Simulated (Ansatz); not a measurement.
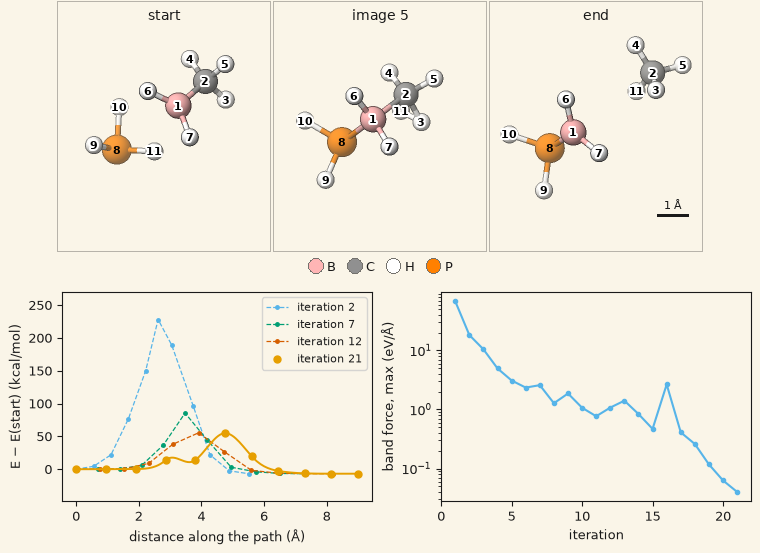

A search for the minimum-energy path of CH$_{8}$BP, made up at the start of CH5B and PH$_{3}$ by the nudged elastic band. Images are numbered from 0 (start) to 10 (end). The plot follows the band through its iterations. Style: ball-and-stick. Shown from a free direction.

These are results of RKS r2SCAN-D4/def2-SVP in Ansatz, not measurements. Set-up: 9 movable images; climbing image; force threshold 0.05 eV/Å; iteration limit 60; starting path by straight interpolation.

Question: How did the profile develop, and is the result final?

Answer: The run is converged, with reservations. The band converged in 21 iterations. The largest component of the band force went from 68 to 0.04 eV/Å. The climbing image converged on the top of the path. Its curvatures weren't checked. The straight starting path can push atoms close together and costs iterations. The first iteration put the highest image at 510.6 kcal/mol. Forward barrier 55.0 kcal/mol, backward barrier 61.8 kcal/mol, with image 5 at the top; the reaction energy is −6.8 kcal/mol.

Limits of the set-up: the start holds two separate molecules, 2.2 Å apart at their closest, whose relative position is a soft coordinate.

The run took 7.3 min on 2 threads of Arm Neoverse V1, on a shared host, peak memory 0.14 GiB.
